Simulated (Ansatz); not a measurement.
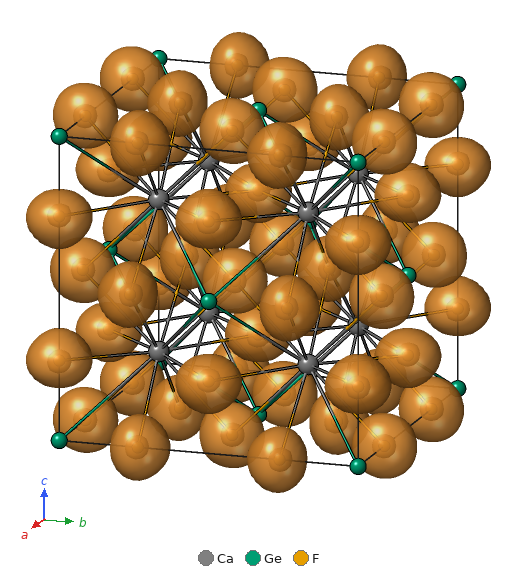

Ca$_{2}$GeF$_{6}$. Isosurface of the electron localisation function at 0.7 (orange), seen slightly off an axis. Core shells and regions of very low density are left out. Sticks mark near contacts.

Space group Fm-3m; a structure generated by program, which may or may not match a known phase.

Computed with Ansatz 0.2.0, DFT PBE, scalar-relativistic, plane waves, PAW.

Q: What do the ELF domains correspond to?

A: The surface consists of 24 regions wrapped around F (the valence shell of each), counted in one cell of 36 atoms. Any copies at cell faces, edges or corners count once. Along the contacts the grid gives the following. Ca–F (2.83 Å): the ELF is about 0 at the midpoint: an ionic contact with no shared pair. Ca–Ge (3.47 Å): the ELF is about 0.05 at the midpoint: no shared electron pair shows on this line.
